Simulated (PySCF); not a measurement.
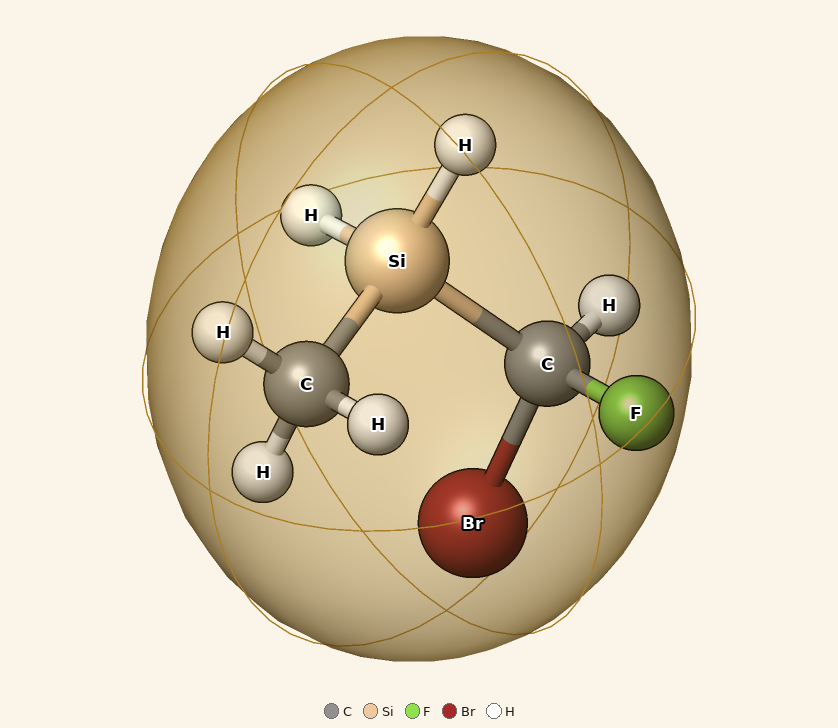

The ellipsoid shows the static dipole polarisability: its half-axes are proportional to the principal values. Computed geometry: GFN2-xTB optimisation. No frequency run is at hand to confirm it as a minimum. Computed with ωB97X-D/def2-SVPD (PySCF 2.14.0).

Question: How large and how anisotropic is the polarisability?

Answer: Principal values 65.8, 71.4, 85.7 bohr³; mean 74.3 bohr³ (11.01 Å³); anisotropy 17.8 bohr³, so the longest axis is 1.30 times the shortest.

The geometry is semi-empirical. Around Br, Si such bond lengths and angles can be off by a tenth of an ångström or more and by several degrees, and values that hang on the shape move with them.
